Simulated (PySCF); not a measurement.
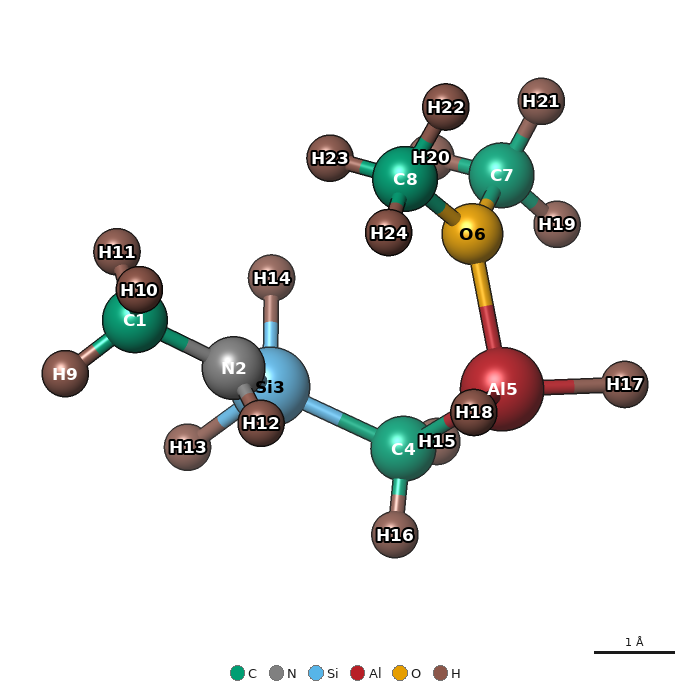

Numbered structure. Computed geometry: PBE0-D3(BJ)/def2-SVP optimisation. No frequency run is at hand to confirm it as a minimum.

Give the bond lengths. Leave out bonds to hydrogen.

| bond | length (Å) |
| --- | --- |
| C1–N2 | 1.441 |
| N2–Si3 | 1.746 |
| Si3–C4 | 1.854 |
| C4–Al5 | 1.987 |
| Al5–O6 | 1.994 |
| O6–C7 | 1.418 |
| O6–C8 | 1.420 |
